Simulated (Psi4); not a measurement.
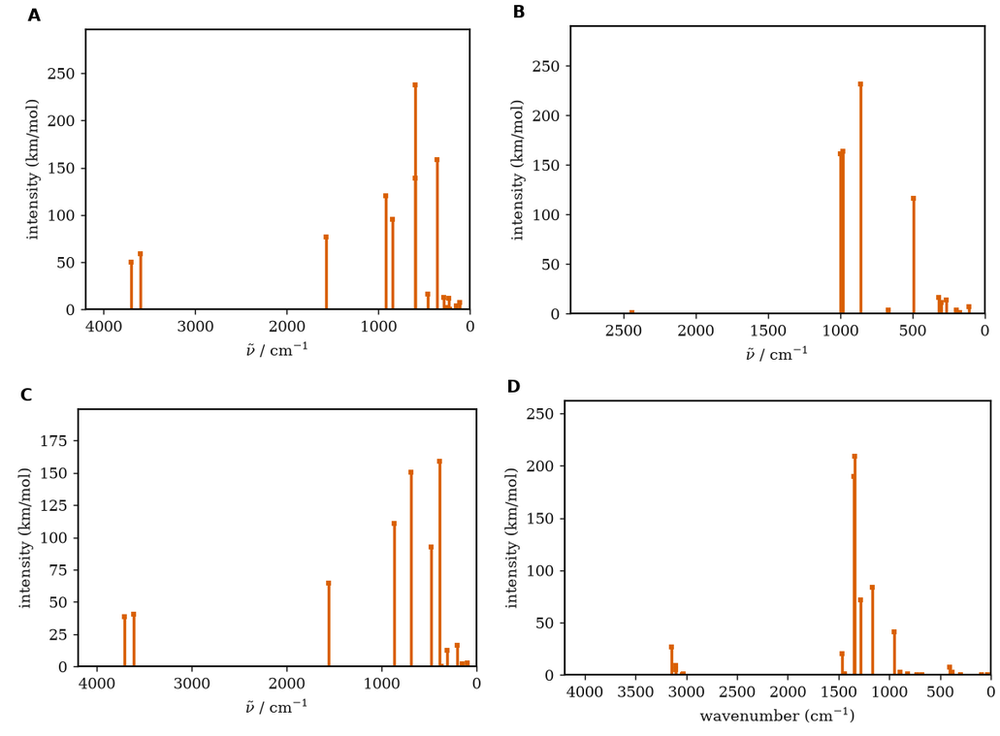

Unscaled harmonic wavenumbers and double-harmonic intensities, PBE0/def2-TZVP (dispersion D4) with Psi4, at a geometry relaxed at this level, isolated molecule. Modes within 2 cm⁻¹ of each other count as one line, with their intensities summed.

### Which panel belongs to which molecule?
1. C₂H₆BF, SMILES CB(C)F
2. AlNH₂Br₂, SMILES [NH2][Al]([Br])[Br], singlet
3. SiHSeF₃, SMILES F[Si](F)(F)[SeH]
4. SiNH₂Cl₃, SMILES N[Si](Cl)(Cl)Cl

A: 4 (most intense lines at 597.6, 366.1 and 601.0 cm⁻¹)
B: 3 (most intense lines at 861.1, 981.3 and 998.3 cm⁻¹)
C: 2 (most intense lines at 392.8, 694.3 and 865.6 cm⁻¹)
D: 1 (most intense lines at 1343.8, 1349.9 and 1170.2 cm⁻¹)
